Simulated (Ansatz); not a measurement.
**Hypothetical CdI2 type CeO2, response to strain**

Take CeO$_{2}$ in the CdI2 type structure (space group P-3m1, No. 164; a = 3.6017 Å, c = 4.5230 Å; a hypothetical phase, not in the database extracts checked) as the base.

Strains are applied to the cell and any free atomic positions relax.

Method: PBE-D3(BJ) in Ansatz (plane waves to 420 eV, PAW, spin-orbit coupling left out), earlier PAW set.

Notes on the quantities. energy relative to the base: free energy F.

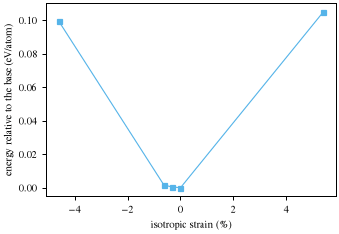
Figure: Energy relative to the base against isotropic strain

| isotropic strain (%) | energy relative to the base |
|---|---|
| -4.6 | +99 meV/atom |
| -0.63 | +1.7 meV/atom |
| -0.33 | +0.5 meV/atom |
| 5.39 | +105 meV/atom |

Whether these cells are dynamically stable was not tested. Starting moments died away, wholly or in part, for the base; another magnetic solution may exist. All final runs are without spin polarisation.

Ansatz is a program for electronic structure.
